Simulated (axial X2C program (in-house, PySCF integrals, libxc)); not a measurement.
**PbN: bond curves with and without spin–orbit coupling**

Aim: find the lowest determinant of PbN, scan the bond at several levels and fit the constants, once spin-free and once with spin–orbit coupling.

Computed with an in-house X2C program for linear molecules on PySCF integrals. Level: all-electron X2C, Pb dyall-cv3z, N dyall-av3z.

All values are calculated.

### Step 1. Set-up

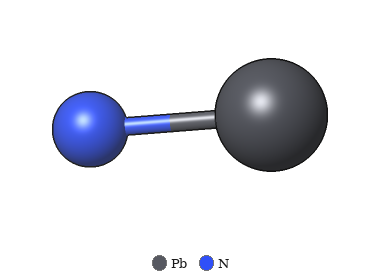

The two atoms at 1.950 Å (lead dark grey, nitrogen blue).

The input, task.json:

```json
{"zs": [82, 7], "q": 0, "bas": ["dyall-cv3z", "dyall-av3z"], "levels": ["PBE0", "HF", "PW91"], "cc": true, "r0": 1.95, "thr": -1.0, "nmax": 90, "npts": 10, "nst": 2, "ntry": 6}
```

Keys: zs atomic numbers; q charge; bas basis sets; levels methods (HF also brings MP2); cc coupled cluster on or off; r0 starting distance in Å; thr threshold in hartree for freezing inner shells (an s shell follows its p shell); nmax most natural virtual spinors; npts points asked for on the curve; nst determinants followed; ntry starts of the search.

The run is started by

```
$ python so2c.py task.json out
```

Spin-free means the one-electron spin-free X2C Hamiltonian; two-component (2c) means X2C with spin–orbit coupling and atomic mean-field two-electron Coulomb and Gaunt terms. Basis: Pb dyall-cv3z contracted to [12s14p10d7f1g], N dyall-av3z contracted to [7s7p3d2f]; Gaussian nuclei, density fitting. Masses: Pb 207.977 u, N 14.003 u.

Notation: σ, π±, δ± give the projection m of an orbital's angular momentum (0, ±1, ±2), α and β its spin, Λ and M_S the sums; ω is the projection of a spinor's total angular momentum and Ω the sum. Logs are in hartree.

The results follow Hamiltonian by Hamiltonian and level by level.

### Step 2. State search with PBE0

PBE0 moves the distance from 1.950 Å to 2.102 Å and compares determinants there.

Spin-free determinants:

```
ΔE (eV)             state                                  open shells
   0.00  M_S = 1/2, Λ = 1          beyond closed shells: π+α, π+β, π-α
   0.30  M_S = 1/2, Λ = 0                     beyond closed shells: σα
   1.08  M_S = 3/2, Λ = 1           beyond closed shells: 2 × π+α, π-α
   1.68  M_S = 3/2, Λ = 2  beyond closed shells: σα, 2 × π+α, π+β, π-α
   1.68  M_S = 3/2, Λ = 0  beyond closed shells: σα, π+α, π+β, 2 × π-α
   2.13  M_S = 1/2, Λ = 2  beyond closed shells: σα, π+α, 2 × π+β, π-α
   2.27  M_S = 1/2, Λ = 0  beyond closed shells: σβ, π+α, π+β, 2 × π-α
```

Two-component determinants:

```
ΔE (eV)    state                                  open shells
   0.00  Ω = 3/2                excess of +ω over −ω: ω = 3/2
   0.45  Ω = 1/2                excess of +ω over −ω: ω = 1/2
   1.02  Ω = 1/2  excess of +ω over −ω: 2 × ω = -1/2, ω = 3/2
   1.87  Ω = 5/2  excess of +ω over −ω: ω = -1/2, 2 × ω = 3/2
   2.05  Ω = 5/2   excess of +ω over −ω: 2 × ω = 1/2, ω = 3/2
   2.47  Ω = 7/2   excess of +ω over −ω: ω = 1/2, 2 × ω = 3/2
   2.58  Ω = 1/2                excess of +ω over −ω: ω = 1/2
```

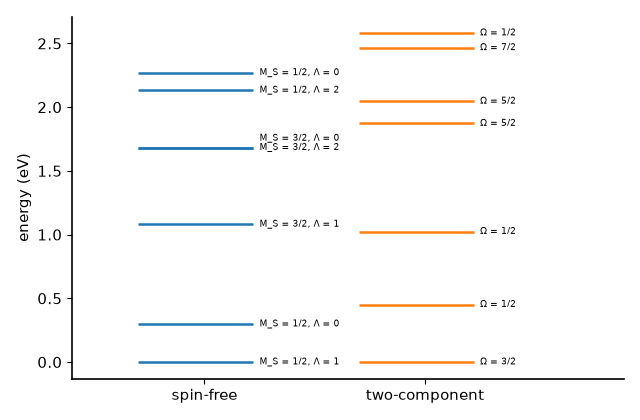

The determinants found, each set from its own lowest.

### Step 3. PBE0, spin-free

State followed: M_S = 1/2, Λ = 1 (beyond closed shells: π+α, π+β, π-α). The scan is laid around 2.102 Å, a first estimate of the minimum, and this SCF restarts from the orbitals of the search.

Output at 2.102 Å:

```text
spin-free X2C-1e  PBE0
basis functions 219  fitting functions 1149  grid points 5079
iter        total energy     max residual
   1     -20940.633473104     2.64e-05
   2     -20940.633473105     2.67e-05
   3     -20940.633473114     6.52e-06
converged
one-electron -28934.72549438  Coulomb 8251.26807196  exact exchange -98.89279278  xc functional -302.78740590  nuclear repulsion 144.50414799
```

Along the bond, energies from the lowest point:

```csv
R (Å),E (eV),μ (D),HOMO (eV),LUMO (eV),iterations
1.829,0.6085,-3.18,-6.35,-4.25,40
1.913,0.1962,-3.48,-6.18,-4.07,30
1.976,0.0501,-3.63,-5.95,-3.96,30
2.039,0.0000,-3.71,-5.75,-3.88,28
2.102,0.0152,-3.72,-5.59,-3.82,3
2.176,0.0868,-3.70,-5.46,-3.76,30
2.249,0.1949,-3.69,-5.37,-3.71,28
2.344,0.3654,-3.68,-5.30,-3.66,29
```

Dipoles are positive if N is the positive end.

Outer orbitals at the reference distance:

```
symmetry  occupied  ε (eV)             atomic character
      σα       yes  -24.16            86% Pb d, 10% N s
      σβ       yes  -23.96             94% Pb d, 3% N s
     δ+β       yes  -23.94                    100% Pb d
     δ-β       yes  -23.90                    100% Pb d
     δ-α       yes  -23.85                    100% Pb d
     δ+α       yes  -23.85                    100% Pb d
     π+β       yes  -23.68                     99% Pb d
     π-β       yes  -23.65                     99% Pb d
     π+α       yes  -23.64                     99% Pb d
     π-α       yes  -23.64                     99% Pb d
      σα       yes  -20.31   68% N s, 16% Pb d, 7% Pb s
      σβ       yes  -18.04   65% N s, 16% Pb s, 8% Pb d
      σα       yes  -12.87    61% Pb s, 22% N p, 9% N s
      σβ       yes  -12.78   55% Pb s, 17% N p, 16% N s
     π+α       yes   -8.00    87% N p, 8% Pb p, 3% Pb d
     π-α       yes   -8.00    87% N p, 8% Pb p, 3% Pb d
      σα       yes   -7.03   62% N p, 25% Pb p, 8% Pb s
      σβ       yes   -6.37   60% N p, 29% Pb p, 6% Pb s
     π+β       yes   -5.59    56% Pb p, 40% N p, 3% N d
     π-β        no   -3.82    63% Pb p, 33% N p, 4% N d
     π-α        no   -2.31    78% Pb p, 11% N p, 6% N d
     π+α        no   -2.31    78% Pb p, 11% N p, 6% N d
     π+β        no   -1.65  52% N p, 32% Pb p, 10% Pb d
```

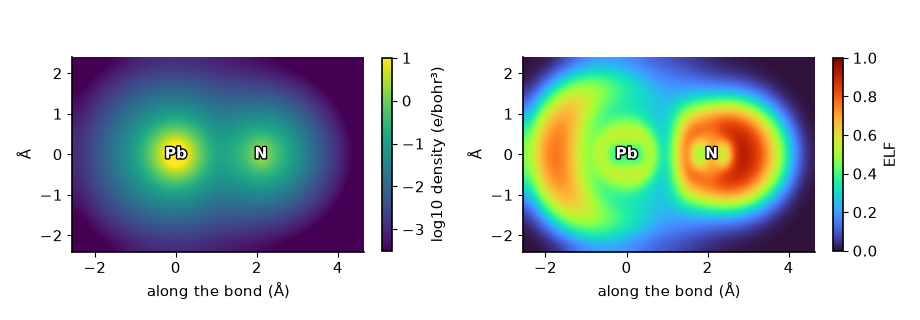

PBE0 fields in a plane through the axis, from a grid of 0.3 Å; Pb lies at z = 0 and N at z = 2.102 Å; the ELF is damped to zero where the density is low.

Re = 2.052 Å, ωe = 556 cm⁻¹, ωexe = 5.1 cm⁻¹, Be = 0.3051 cm⁻¹, De = 2.16 eV, μ = -3.72 D. ⟨S²⟩ = 1.03 against 0.75 for a pure state, so this determinant mixes spins.

### Step 4. HF, spin-free

The SCF at the reference distance of 2.102 Å:

```text
spin-free X2C-1e  HF
basis functions 219  fitting functions 1149  grid points 5079
iter        total energy     max residual
   1     -20934.524445541     6.27e-01
   2     -20934.571437111     2.08e-02
   3     -20934.581133805     9.14e-02
   4     -20934.586106395     8.04e-02
   5     -20934.588259375     2.02e-02
   6     -20934.588768901     8.09e-03
   7     -20934.588815095     3.85e-03
   8     -20934.588833120     7.69e-04
   9     -20934.588838122     1.24e-03
  10     -20934.588841001     5.18e-04
  11     -20934.588841963     1.18e-04
  12     -20934.588842304     2.22e-04
  13     -20934.588842372     7.25e-05
  14     -20934.588842380     5.04e-06
  15     -20934.588842381     6.96e-06
  16     -20934.588842381     1.99e-06
converged
one-electron -28935.60490101  Coulomb 8252.33789558  exact exchange -395.82598494  xc functional 0.00000000  nuclear repulsion 144.50414799
```

No constants are quoted: too few points lie around the minimum for a second fit to confirm the first.

### Step 5. PW91, spin-free

The SCF at the reference distance of 2.102 Å:

```text
spin-free X2C-1e  PW91
basis functions 219  fitting functions 1149  grid points 5079
iter        total energy     max residual
   1     -20942.876261826     2.84e-01
   2     -20942.883710050     1.02e-02
   3     -20942.884110888     2.15e-02
   4     -20942.884335178     2.48e-02
   5     -20942.884811431     3.31e-03
   6     -20942.884844596     1.97e-03
   7     -20942.884853222     2.76e-04
   8     -20942.884853535     2.54e-04
   9     -20942.884853944     3.23e-05
  10     -20942.884853947     1.64e-05
converged
one-electron -28934.05970987  Coulomb 8250.56194155  exact exchange 0.00000000  xc functional -403.89123362  nuclear repulsion 144.50414799
```

Re = 2.064 Å, ωe = 598 cm⁻¹, ωexe = 4.4 cm⁻¹, Be = 0.3016 cm⁻¹, De = 2.86 eV, μ = -3.70 D. ⟨S²⟩ = 0.86 against 0.75 for a pure state, so this determinant mixes spins.

### Step 6. MP2 and beyond, spin-free

Correlated methods: 9 electrons correlated (frozen shells, counted by type: Pb 5 s, 4 p, 3 d, 1 f; N 1 s), 263 virtual spinors in MP2, 90 natural virtuals in coupled cluster.

Output of the correlated part at 2.102 Å:

```text
correlated 9  virtual 263  natural virtual 90  E(MP2) -0.195239838  MP2 remainder -0.007124688
iter   CCSD correlation   residual
   1     -0.204336821   1.23e-01
   2     -0.212648959   6.87e-02
   3     -0.216816826   4.87e-02
   4     -0.220484282   3.73e-02
   5     -0.223223484   2.20e-02
   6     -0.223728141   1.01e-02
   7     -0.223924436   5.47e-03
   8     -0.224013494   2.61e-03
   9     -0.223971961   1.23e-03
  10     -0.224007934   6.60e-04
  11     -0.223994073   3.77e-04
  12     -0.224004171   1.90e-04
  13     -0.224003055   9.45e-05
  14     -0.224004257   4.63e-05
  15     -0.224004151   1.84e-05
  16     -0.224003889   9.41e-06
  17     -0.224003904   4.99e-06
(T) -0.011181100  T1 0.1137  D1 0.3011  max T2 0.105
```

T1 in the output is the amplitude norm over the root of the electron number; divide by √2 for the Lee–Taylor value.

MP2: No constants are quoted: the reference is strongly spin-contaminated.

CCSD: Re = 2.073 Å, ωe = 537 cm⁻¹, Be = 0.299 cm⁻¹, De = 1.66 eV. T1 at Re = 0.084 (Lee–Taylor, the printed value over √2).

CCSD(T): Re = 2.061 Å, ωe = 572 cm⁻¹, ωexe = 6.1 cm⁻¹, Be = 0.3024 cm⁻¹, De = 1.87 eV. T1 at Re = 0.086 (Lee–Taylor, the printed value over √2).

### Step 7. A higher determinant, spin-free

State: M_S = 1/2, Λ = 0 (beyond closed shells: σα).

Output at the reference distance:

```text
spin-free X2C-1e  PBE0
basis functions 219  fitting functions 1149  grid points 5079
iter        total energy     max residual
   1     -20940.622524054     4.06e-05
   2     -20940.622524065     2.61e-05
   3     -20940.622524070     1.59e-05
converged
one-electron -28934.11823111  Coulomb 8250.64512701  exact exchange -98.88388318  xc functional -302.76968477  nuclear repulsion 144.50414799
```

```csv
R (Å),E above the lowest PBE0 point (eV)
1.829,0.257
1.913,0.103
1.976,0.115
2.039,0.194
2.102,0.313
2.176,0.478
2.249,0.654
2.344,0.877
```

Re = 1.934 Å, ωe = 684 cm⁻¹, Be = 0.3434 cm⁻¹, μ = -4.16 D. ⟨S²⟩ = 0.90 against 0.75 for a pure state, so this determinant mixes spins. Te = 0.10 eV.

### Step 8. The spin-free curves together

Energy (eV) of the followed determinant, spin-free, from each level's lowest point:

```csv
R (Å),PBE0,HF,MP2 (spin-contaminated),CCSD,CCSD(T),PW91
1.829,0.609,1.229,0.810,n/a,n/a,0.715
1.913,0.196,0.633,0.370,0.251,0.238,0.251
1.976,0.050,0.347,0.167,0.076,0.066,0.073
2.039,0.000,0.163,0.050,0.003,0.000,0.000
2.102,0.015,0.057,0.000,0.000,0.008,0.006
2.176,0.087,0.004,0.014,0.054,0.077,0.083
2.249,0.195,0.000,0.098,0.145,0.184,0.209
2.344,0.365,0.026,0.297,n/a,n/a,0.411
```

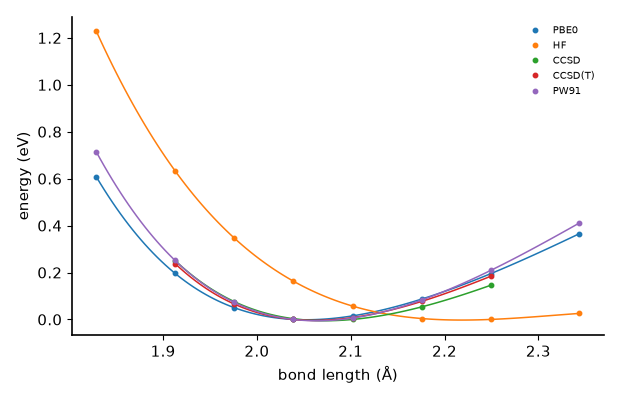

Curves of the followed state, spin-free, each from its own lowest point. Left out: MP2.

### Step 9. PBE0, 2c

State followed: Ω = 3/2 (excess of +ω over −ω: ω = 3/2). The scan is laid around 2.102 Å, a first estimate of the minimum, and this SCF restarts from the orbitals of the search.

Output at 2.102 Å:

```text
two-component X2C + atomic mean field  PBE0
basis functions 219  fitting functions 1149  grid points 5079
iter        total energy     max residual
   1     -20946.693499219     4.14e-05
   2     -20946.693499219     3.77e-06
converged
one-electron -28919.10093504  Coulomb 8249.86141792  exact exchange -98.89347757  xc functional -302.86859854  nuclear repulsion 144.50414799  atomic mean-field constant -20.19605397
```

Along the bond, energies from the lowest point:

```csv
R (Å),E (eV),μ (D),HOMO (eV),LUMO (eV),iterations
1.829,0.6738,-2.88,-6.43,-3.95,42
1.913,0.2506,-3.10,-6.24,-3.75,33
1.976,0.0865,-3.20,-6.08,-3.63,32
2.039,0.0122,-3.25,-5.94,-3.52,29
2.102,0.0000,-3.26,-5.83,-3.42,2
2.176,0.0383,-3.26,-5.73,-3.32,33
2.249,0.1128,-3.26,-5.66,-3.24,30
2.344,0.2394,-3.26,-5.61,-3.14,33
```

Dipoles are positive if N is the positive end.

Outer spinors at the reference distance:

```
   ω  occupied  ε (eV)             atomic character     λ mixture
 1/2       yes  -25.03             94% Pb d, 4% N s  51% σ, 49% π
 3/2       yes  -25.03                    100% Pb d  83% δ, 17% π
-3/2       yes  -24.95                    100% Pb d  82% δ, 18% π
-1/2       yes  -24.94                     97% Pb d  53% π, 47% σ
 1/2       yes  -22.86            79% Pb d, 16% N s  52% σ, 48% π
-1/2       yes  -22.52             94% Pb d, 3% N s  54% σ, 46% π
-5/2       yes  -22.48                    100% Pb d        100% δ
 5/2       yes  -22.41                    100% Pb d        100% δ
 3/2       yes  -22.30                     99% Pb d  83% π, 17% δ
-3/2       yes  -22.30                     99% Pb d  82% π, 18% δ
 1/2       yes  -20.38   59% N s, 28% Pb d, 6% Pb s   96% σ, 4% π
-1/2       yes  -17.97   65% N s, 15% Pb s, 9% Pb d        100% σ
 1/2       yes  -12.68    60% Pb s, 24% N p, 8% N s        100% σ
-1/2       yes  -12.61   55% Pb s, 18% N p, 15% N s        100% σ
-1/2       yes   -8.32    87% N p, 9% Pb p, 2% Pb d        100% π
 3/2       yes   -8.28    90% N p, 6% Pb p, 3% Pb d        100% π
 1/2       yes   -7.32   56% N p, 29% Pb p, 9% Pb s   94% σ, 6% π
-1/2       yes   -6.45   56% N p, 32% Pb p, 6% Pb s   94% σ, 6% π
 1/2       yes   -5.83    57% Pb p, 38% N p, 3% N d   94% π, 6% σ
-3/2        no   -3.42    54% Pb p, 43% N p, 3% N d        100% π
-1/2        no   -2.53    74% Pb p, 15% N p, 6% N d   93% π, 7% σ
 3/2        no   -1.78     81% Pb p, 9% N p, 6% N d        100% π
 1/2        no   -1.68  59% N p, 25% Pb p, 10% Pb d   98% π, 2% σ
```

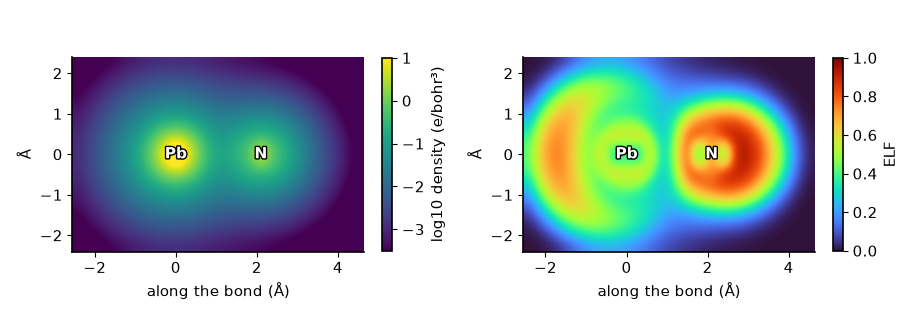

PBE0 fields in a plane through the axis, from a grid of 0.3 Å; Pb lies at z = 0 and N at z = 2.102 Å; the ELF is damped to zero where the density is low.

Re = 2.085 Å, ωe = 492 cm⁻¹, ωexe = 4.52 cm⁻¹, Be = 0.2955 cm⁻¹, De = 1.42 eV, μ = -3.26 D.

### Step 10. HF, 2c

Output at 2.102 Å:

```text
two-component X2C + atomic mean field  HF
basis functions 219  fitting functions 1149  grid points 5079
iter        total energy     max residual
   1     -20940.505333388     1.04e+00
   2     -20940.551722958     1.56e-02
   3     -20940.559573791     1.35e-01
   4     -20940.562917598     8.53e-02
   5     -20940.564037164     1.03e-02
   6     -20940.564296461     1.35e-02
   7     -20940.564355382     7.27e-03
   8     -20940.564399227     2.21e-03
   9     -20940.564414953     3.45e-03
  10     -20940.564423730     1.64e-03
  11     -20940.564427988     3.42e-04
  12     -20940.564430305     1.02e-03
  13     -20940.564431201     5.58e-04
  14     -20940.564431443     5.62e-05
  15     -20940.564431497     9.75e-05
  16     -20940.564431516     7.13e-05
  17     -20940.564431526     9.81e-06
  18     -20940.564431531     2.54e-05
  19     -20940.564431532     1.93e-05
  20     -20940.564431533     4.64e-06
  21     -20940.564431533     3.52e-07
converged
one-electron -28920.09564730  Coulomb 8251.03704347  exact exchange -395.81392172  xc functional 0.00000000  nuclear repulsion 144.50414799  atomic mean-field constant -20.19605397
```

No constants are quoted: the lowest point is the long end of the scan.

### Step 11. PW91, 2c

The SCF at the reference distance of 2.102 Å:

```text
two-component X2C + atomic mean field  PW91
basis functions 219  fitting functions 1149  grid points 5079
iter        total energy     max residual
   1     -20948.971459192     3.47e-01
   2     -20948.978918900     5.32e-03
   3     -20948.979279287     1.31e-02
   4     -20948.979491193     1.69e-02
   5     -20948.979668450     3.77e-03
   6     -20948.979705305     9.72e-04
   7     -20948.979707378     3.78e-04
   8     -20948.979708202     1.61e-04
   9     -20948.979708293     5.88e-05
  10     -20948.979708309     9.59e-06
  11     -20948.979708309     5.21e-06
converged
one-electron -28918.27033673  Coulomb 8248.99157423  exact exchange 0.00000000  xc functional -404.00903982  nuclear repulsion 144.50414799  atomic mean-field constant -20.19605397
```

Re = 2.083 Å, ωe = 543 cm⁻¹, ωexe = 5.14 cm⁻¹, Be = 0.2961 cm⁻¹, De = 2.02 eV, μ = -3.40 D.

### Step 12. Correlated methods, 2c

Correlated methods: 9 electrons correlated (frozen shells, counted by type: Pb 5 s, 4 p, 3 d, 1 f; N 1 s), 263 virtual spinors in MP2, 90 natural virtuals in coupled cluster.

Output of the correlated part at 2.102 Å:

```text
correlated 9  virtual 263  natural virtual 90  E(MP2) -0.191393713  MP2 remainder -0.007047014
iter   CCSD correlation   residual
   1     -0.200970136   1.18e-01
   2     -0.209258769   6.35e-02
   3     -0.212909604   4.23e-02
   4     -0.215636645   3.07e-02
   5     -0.217382853   1.73e-02
   6     -0.217664591   8.01e-03
   7     -0.217811051   4.13e-03
   8     -0.217840037   1.92e-03
   9     -0.217841579   1.11e-03
  10     -0.217860887   7.04e-04
  11     -0.217859528   4.49e-04
  12     -0.217864223   2.19e-04
  13     -0.217864472   1.16e-04
  14     -0.217866888   5.85e-05
  15     -0.217868357   3.30e-05
  16     -0.217869826   2.02e-05
  17     -0.217870536   1.08e-05
  18     -0.217870744   5.56e-06
  19     -0.217870815   3.16e-06
  20     -0.217870857   1.85e-06
  21     -0.217870881   1.25e-06
  22     -0.217870899   8.18e-07
(T) -0.009821884  T1 0.0929  D1 0.2399  max T2 0.085
```

MP2: No constants are quoted: the reference is strongly spin-contaminated.

CCSD: Re = 2.114 Å, ωe = 468 cm⁻¹, ωexe = 2.07 cm⁻¹, Be = 0.2876 cm⁻¹, De = 0.815 eV. T1 at Re = 0.065 (Lee–Taylor, the printed value over √2).

CCSD(T): Re = 2.099 Å, ωe = 488 cm⁻¹, ωexe = 3.11 cm⁻¹, Be = 0.2916 cm⁻¹, De = 0.988 eV. T1 at Re = 0.066 (Lee–Taylor, the printed value over √2).

### Step 13. A higher determinant, 2c

State: Ω = 1/2 (excess of +ω over −ω: ω = 1/2).

Output at the reference distance:

```text
two-component X2C + atomic mean field  PBE0
basis functions 219  fitting functions 1149  grid points 5079
iter        total energy     max residual
   1     -20946.676910457     5.03e-05
   2     -20946.676910462     1.08e-05
converged
one-electron -28918.15158009  Coulomb 8248.87449458  exact exchange -98.87278060  xc functional -302.83513836  nuclear repulsion 144.50414799  atomic mean-field constant -20.19605397
```

```csv
R (Å),E above the lowest PBE0 point (eV)
1.829,0.522
1.913,0.341
1.976,0.316
2.039,0.357
2.102,0.451
2.176,0.610
2.249,0.796
2.344,1.037
```

No constants are quoted: fits of two degrees disagree.

### Step 14. The 2c curves together

Energy (eV) of the followed determinant, 2c, from each level's lowest point:

```csv
R (Å),PBE0,HF,MP2 (spin-contaminated),CCSD,CCSD(T),PW91
1.829,0.674,1.381,0.887,n/a,n/a,0.744
1.913,0.251,0.778,0.410,0.327,0.304,0.282
1.976,0.086,0.484,0.189,0.132,0.114,0.098
2.039,0.012,0.289,0.058,0.033,0.023,0.013
2.102,0.000,0.167,0.000,0.000,0.000,0.000
2.176,0.038,0.087,0.015,0.017,0.029,0.049
2.249,0.113,0.044,0.111,0.077,0.099,0.141
2.344,0.239,0.000,0.296,0.197,0.232,0.295
```

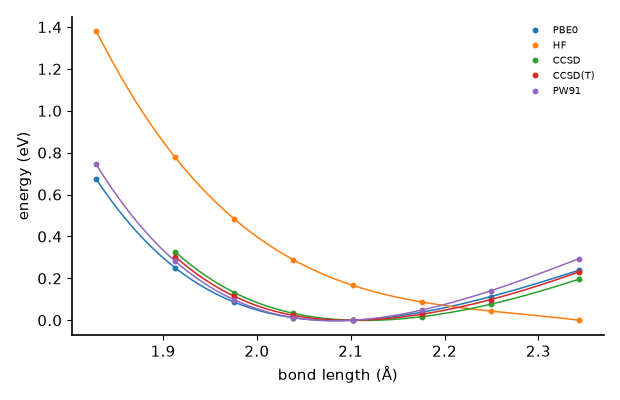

Curves of the followed state, 2c, each from its own lowest point. Left out: MP2.

The whole job took 4.6 min on 1 thread of Arm Neoverse V1, shared host; peak memory 0.65 GiB.

### Step 15. Results

Lowest determinant that the search found at its distance, spin-free: M_S = 1/2, Λ = 1 (beyond closed shells: π+α, π+β, π-α).

Lowest determinant that the search found at its distance, 2c: Ω = 3/2 (excess of +ω over −ω: ω = 3/2).

```
Hamiltonian    level  Re (Å)  ωe (cm⁻¹)  De (eV)  μ (D)
  spin-free     PBE0   2.052        556     2.16  -3.72
  spin-free     CCSD   2.073        537     1.66    n/a
  spin-free  CCSD(T)   2.061        572     1.87    n/a
  spin-free     PW91   2.064        598     2.86  -3.70
         2c     PBE0   2.085        492     1.42  -3.26
         2c     CCSD   2.114        468    0.815    n/a
         2c  CCSD(T)   2.099        488    0.988    n/a
         2c     PW91   2.083        543     2.02  -3.40
```

Dipoles are positive if N is the positive end. No constants: spin-free HF (too few points lie around the minimum for a second fit to confirm the first); spin-free MP2 (the reference is strongly spin-contaminated); 2c HF (the lowest point is the long end of the scan); 2c MP2 (the reference is strongly spin-contaminated). Spin-free ⟨S²⟩ is off its pure value at PBE0 1.03, PW91 0.86.

Time per point (s) on 1 thread of Arm Neoverse V1, shared host (2c runs; CCSD comes with the CCSD(T) run); the times are rough: PBE0 3.1, CCSD(T) 7.4, PW91 1.1.

In words: At CCSD(T), going from spin-free to two-component changes Re by +38 mÅ, ωe by -14.7 %; at least one of these shifts is too large to ignore. De moves by -0.89 eV; both De rest on single-determinant atoms, which can miss part of an open shell's spin–orbit lowering.

De refers to Pb + N, each in the lowest determinant found, which need not be this curve's own limit. Each curve is one determinant whose occupation by symmetry is held fixed; it was picked as the lowest of a PBE0 search that is not exhaustive. De is counted from the lowest determinant-based energies of the atoms at the same level, without counterpoise correction. Density functionals use the spin component along the axis (collinear). CCSD and (T) use frozen natural virtuals with an MP2 correction for the truncation. At some level an empty orbital lies below a filled one. The spin-free determinant is spin-contaminated at some levels. With the outer-core shells frozen, correlated bond lengths of heavy atoms tend to come out a few hundredths of an ångström too long. T1 at Re is 0.086 (Lee–Taylor), above the customary mark of 0.02.
